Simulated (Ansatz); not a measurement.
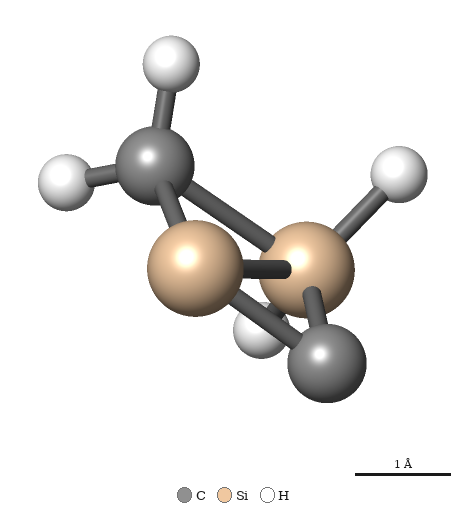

C₂H₄Si₂, before the relaxation. A ball-and-stick model, seen from a free direction.

The run prepares the start of a later molecular dynamics calculation, from a guessed geometry.

Method: UKS BLYP-D4/6-31G* (Ansatz).

The input:
```yaml
crystal:
  periodic: [false, false, false]
  atoms:
    - { symbol: C, position_ang: [0.08648, -1.65479, 1.28512] }
    - { symbol: Si, position_ang: [1.15098, -0.23957, 1.30991] }
    - { symbol: C, position_ang: [0.60879, 0.8981, -0.05065] }
    - { symbol: Si, position_ang: [-0.68255, -0.68001, -0.18002] }
    - { symbol: H, position_ang: [1.25904, 1.03611, -0.90998] }
    - { symbol: H, position_ang: [0.15176, 1.84884, 0.21058] }
    - { symbol: H, position_ang: [-2.01379, -0.0721, -0.09607] }
    - { symbol: H, position_ang: [-0.56071, -1.13658, -1.56889] }
magnetization:
  spin_polarized: true
basis:
  gaussian: { orbitals: "6-31G*" }
hamiltonian:
  xc: blyp
  dispersion: d4
relax:
  f_tol: 0.02
  max_steps: 40
```

Command:
```bash
ansatz run input.yaml --threads 2 --pin off --max-ram 3072MiB --backend cpu --events-out ev --progress --plain --runs-dir out
```

> What does the optimiser find from here?

H8 moves most after the best rigid fit: 0.12 Å. By element the largest moves are H 0.12 Å, Si 0.11 Å, C 0.09 Å. Near-neighbour distances that change, for instance: Si2–Si4 2.403 → 2.284 Å, Si2–C3 1.855 → 1.925 Å, C1–Si4 1.920 → 1.973 Å, Si4–H7 1.466 → 1.496 Å. Among the angles between lasting bonds that change: C1–Si4–H7 122.0° → 113.7°, H7–Si4–H8 105.0° → 111.6°, Si2–C1–Si4 81.1° → 75.1°. Over 7 accepted moves (8 points after the start) the energy falls by 0.193 eV. The largest force component goes from 0.63 to 0.006 eV/Å. The line search rejected the trial step at point 3 of the run.

Final geometry:

```xyz
8

C     0.0279   -1.7257    1.2778
Si    1.0675   -0.3020    1.2726
C     0.6080    0.9665   -0.1002
Si   -0.6507   -0.6093   -0.2005
H     1.3130    1.0904   -0.9364
H     0.1746    1.9271    0.2180
H    -2.0429   -0.1061    0.0169
H    -0.4974   -1.2409   -1.5481
```

The end point in the same view:

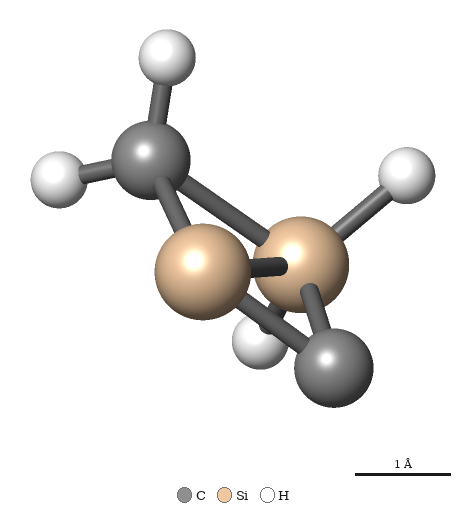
